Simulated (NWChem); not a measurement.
**PBE0/def2-SVPD (core potential) run of SnH4 (SMILES [SnH4])**

Aim: the vertical singlet–triplet gap of SnH4 at PBE0/def2-SVPD (core potential), from 2 runs. 

Program for the calculation: NWChem 7.3.0.

5 further runs of the same task are left out: 3 that didn't finish, 2 set aside as unsound or not needed. Runs told in other sessions of the task aren't counted.

## (1) The structure to begin with

The species is SnH4 (5 atoms), meant as a singlet with charge 0. SMILES: `[SnH4]`. The coordinates come from a PBE0-D4/def2-TZVP relaxation.

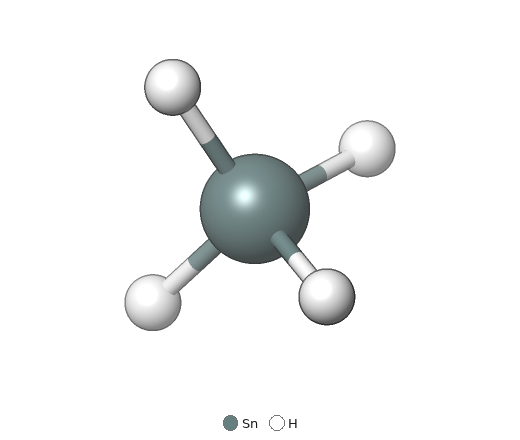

Viewed from a chosen angle; tin teal, hydrogen white.

## (2) Energy and forces at PBE0/def2-SVPD (core potential)

Input file h4sn.nw:

```
start h4sn
memory 2200 mb

geometry noautosym nocenter noautoz
 Sn    0.000030    0.000010    0.000040
 H     0.823920   -0.853480    1.222940
 H    -1.563610    0.403420    0.543140
 H    -0.116810   -0.974610   -1.392490
 H     0.856470    1.424640   -0.373640
end

basis spherical bse
 * library def2-SVPD
end

ecp bse
 Sn library def2-SVPD
end

dft
 xc pbe0
 grid xfine
 convergence energy 1e-08
 maxiter 100
 mulliken
 print medium
end

task dft gradient
```

The run is started by

```sh
$ nwchem h4sn.nw > h4sn.out
```

The program printed:

```text
[...]
          Wavefunction type:  closed shell.
          No. of atoms     :     5
          No. of electrons :    26
[...]
          Charge           :     0
          Spin multiplicity:     1
[...]
          AO basis - number of functions:    64
[...]
              XC Information
              --------------
                         PBE0 Method XC Functional
                     Hartree-Fock (Exact) Exchange  0.250
          PerdewBurkeErnzerhof Exchange Functional  0.750
            Perdew 1991 LDA Correlation Functional  1.000 local
           PerdewBurkeErnz. Correlation Functional  1.000 non-local
[...]
 d= 0,ls=0.0,diis     1   -216.6424774578 -2.45D+02  8.09D-03  4.83D-02     5.0
[...]
 d= 0,ls=0.0,diis     6   -216.6545374905 -5.34D-09  6.73D-07  4.61D-10    24.4
         Total DFT energy =     -216.654537490520
      One electron energy =     -435.219021777588
           Coulomb energy =      209.569877471279
    Exchange-Corr. energy =      -19.479365211830
 Nuclear repulsion energy =       28.473972027619
[...]
      Total Density - Mulliken Population Analysis
     ---------------------------------------------
    Atom       Charge   Shell Charges
 -----------   ------   -------------------------------------------------------
    1 Sn  22    21.99   0.42  1.60  1.08  0.30  0.01  2.78  3.24  1.67  0.76  9.70  0.42  0.02
    2 H    1     1.00   0.68  0.31  0.01 -0.00
    3 H    1     1.00   0.68  0.31  0.01 -0.00
    4 H    1     1.00   0.68  0.31  0.01 -0.00
    5 H    1     1.00   0.68  0.31  0.01 -0.00
[...]
  wavefunction    = closed shell
                         DFT ENERGY GRADIENTS
    atom               coordinates                        gradient
                 x          y          z           x          y          z
   1 Sn      0.000057   0.000019   0.000076    0.000001   0.000002   0.000003
   2 H       1.556983  -1.612843   2.311022   -0.000744   0.000779  -0.001122
   3 H      -2.954794   0.762353   1.026386    0.001429  -0.000369  -0.000510
   4 H      -0.220739  -1.841746  -2.631425    0.000098   0.000889   0.001281
   5 H       1.618494   2.692179  -0.706077   -0.000783  -0.001301   0.000348
[...]
```

It took 30 s on 1 thread of Intel Xeon Platinum 8259CL at 2.50GHz (Skylake/Cascade Lake), shared host; peak memory 0.13 GiB.

## (3) The triplet: the energy at UPBE0/def2-SVPD (core potential)

Input file run.py:

```python
from ase import Atoms
from ase.calculators.nwchem import NWChem

atoms = Atoms(['Sn', 'H', 'H', 'H', 'H'], positions=[
    [0.000030, 0.000010, 0.000040],
    [0.823920, -0.853480, 1.222940],
    [-1.563610, 0.403420, 0.543140],
    [-0.116810, -0.974610, -1.392490],
    [0.856470, 1.424640, -0.373640],
])

calc = NWChem(
    label='input',
    theory='dft',
    memory='2200 mb',
    basis='def2-SVPD',
    basispar='spherical bse',
    dft={'xc': 'pbe0', 'mult': '3', 'grid': 'xfine', 'convergence': 'energy 1e-08', 'iterations': '100', 'mulliken': None},
    task='energy',
    **{'ecp bse': {'Sn library': 'def2-SVPD'}},
)
atoms.calc = calc

print("Total energy (eV):", round(atoms.get_potential_energy(), 6))
```

The run is started by

```sh
$ export ASE_NWCHEM_COMMAND="nwchem PREFIX.nwi > PREFIX.nwo"
$ python run.py
```

The program printed:

```text
Total energy (eV): -5888.104286
```

The calculator wrote input.nwi:

```
title "input"

permanent_dir input

scratch_dir input

start input

geometry units angstrom nocenter noautosym noautoz
  Sn 3.0000000000000001e-05 1.0000000000000001e-05 4.0000000000000003e-05
  H  8.2391999999999999e-01 -8.5348000000000002e-01 1.2229399999999999e+00
  H  -1.5636099999999999e+00 4.0342000000000000e-01 5.4313999999999996e-01
  H  -1.1681000000000000e-01 -9.7460999999999998e-01 -1.3924900000000000e+00
  H  8.5646999999999995e-01 1.4246399999999999e+00 -3.7364000000000003e-01
end

memory 2200 mb

basis spherical bse noprint
   * library def2-SVPD
end

dft
  xc pbe0
  mult 3
  grid xfine
  convergence energy 1e-08
  iterations 100
  mulliken
end
ecp bse
  Sn library def2-SVPD
end

task dft energy
```

input.nwo:

```text
Northwest Computational Chemistry Package (NWChem) 7.3.0
             --------------------------------------------------------

           Job information
           ---------------

    nwchem branch   = 7.3.0
    use scalapack   = T
    input           = input.nwi
    prefix          = input.
    data base       = input/input.db
    status          = startup
    nproc           =        1

           Memory information
           ------------------

    heap     =     72089596 doubles =      550.0 Mbytes
    stack    =     72089601 doubles =      550.0 Mbytes
    global   =    144179200 doubles =     1100.0 Mbytes (distinct from heap & stack)
    total    =    288358397 doubles =     2200.0 Mbytes
    verify   = yes
    hardfail = no

           Directory information
           ---------------------

  0 permanent = input
  0 scratch   = input

                                NWChem Input Module
                                -------------------

                                       input
                                       -----

 Scaling coordinates for geometry "geometry" by  1.889725989
 (inverse scale =  0.529177249)

                             Geometry "geometry" -> ""
                             -------------------------

 Output coordinates in angstroms (scale by  1.889725989 to convert to a.u.)

  No.       Tag          Charge          X              Y              Z
 ---- ---------------- ---------- -------------- -------------- --------------
    1 Sn                  50.0000     0.00003000     0.00001000     0.00004000
    2 H                    1.0000     0.82392000    -0.85348000     1.22294000
    3 H                    1.0000    -1.56361000     0.40342000     0.54314000
    4 H                    1.0000    -0.11681000    -0.97461000    -1.39249000
    5 H                    1.0000     0.85647000     1.42464000    -0.37364000

      Atomic Mass
      -----------

[... 5 lines left out ...]
            Nuclear Dipole moment (a.u.)
[... 63 lines left out ...]
  convergence criterion.
[... 16 lines left out ...]
          Convergence on density requested:  1.00D-05
[... 21 lines left out ...]
          Spatial weights used:  Erf1
[... 3 lines left out ...]
          Convergence aids based upon iterative change in
[... 82 lines left out ...]
         Total DFT energy =     -216.383843178973
[... 1 line left out ...]
           Coulomb energy =      208.462261632481
[... 1 line left out ...]
 Nuclear repulsion energy =       28.473972027619
[... 469 lines left out ...]
                     DFT Final Beta Molecular Orbital Analysis
[... 518 lines left out ...]
   alpha      1      2      3      4      5      6      7      8      9     10
    beta      1      2      3      4      5      6      7      8      9     10
 overlap   1.000  1.000  0.996  0.996  0.975  0.975  1.000  1.000  1.000  0.999

   alpha     11     12     13     14     15     16     17     18     19     20
    beta     13     11     12     14     15     16     17     20     19     18
 overlap   0.999  0.935  0.935  0.961  0.993  0.992  0.992  0.752  0.774  1.000

   alpha     21     22     23     24     25     26     27     28     29     30
    beta     23     21     22     26     24     25     27     28     29     30
 overlap   0.997  0.895  0.895  0.994  0.965  0.965  0.919  0.919  1.000  0.974

   alpha     31     32     33     34     35     36     37     38     39     40
    beta     32     31     35     33     34     36     37     38     39     40
 overlap   0.976  1.000  0.995  0.999  0.999  0.996  0.996  0.998  0.998  0.996

   alpha     41     42     43     44     45     46     47     48     49     50
    beta     41     42     44     43     46     47     45     48     49     50
 overlap   0.996  0.999  1.000  1.000  0.982  0.981  0.999  1.000  0.994  0.995

   alpha     51     52     53     54     55     56     57     58     59     60
    beta     51     52     53     54     55     57     56     58     59     60
 overlap   0.997  0.996  0.926  0.930  0.994  0.990  0.995  1.000  0.994  0.995

   alpha     61     62     63     64
    beta     61     62     63     64
 overlap   1.000  1.000  1.000  1.000

     --------------------------
     Expectation value of S2:
     --------------------------
      <S2> =      2.0197 (Exact =     2.0000)

 center of mass
 --------------
 x =   0.00005435 y =   0.00001780 z =   0.00007231

 moments of inertia (a.u.)
 ------------------
          27.855810559153          -0.000053371175          -0.003566266778
          -0.000053371175          27.856768799519          -0.000687050889
          -0.003566266778          -0.000687050889          27.861883085191

     Multipole analysis of the density
     ---------------------------------

     L   x y z        total         alpha         beta         nuclear
     -   - - -        -----         -----         ----         -------
     0   0 0 0      0.000000    -14.000000    -12.000000     26.000000

     1   1 0 0     -0.000188     -0.000298     -0.001080      0.001191
[... 8 lines of this table left out ...]
     2   0 0 2    -24.629566    -26.036979    -12.409815     13.817228

 Task  times  cpu:       85.8s     wall:       85.8s
 Total times  cpu:       85.8s     wall:       85.8s
```

Wall time 88 s (1 thread of Intel Xeon Platinum 8259CL at 2.50GHz (Skylake/Cascade Lake), shared host); peak memory 0.13 GiB.

## (4) Outcome

Level: PBE0/def2-SVPD (core potential).

| quantity | value |
| --- | --- |
| singlet: total energy | -216.65454 Eh |
| singlet: dipole moment | 0.00 D |
| singlet: HOMO energy | -9.16 eV |
| singlet: LUMO energy | -0.07 eV |
| singlet: HOMO–LUMO gap | 9.09 eV |
| singlet: largest force on an atom | 0.080 eV/Å |
| triplet: total energy | -216.38384 Eh |
| triplet: dipole moment | 0.00 D |
| triplet: HOMO energy (highest over α and β) | -2.42 eV |
| triplet: ⟨S²⟩ | 2.020 |
| vertical energy of the triplet above the singlet | 7.366 eV |

What this shows: At this shape the triplet lies 7.37 eV (170 kcal/mol) above the singlet.
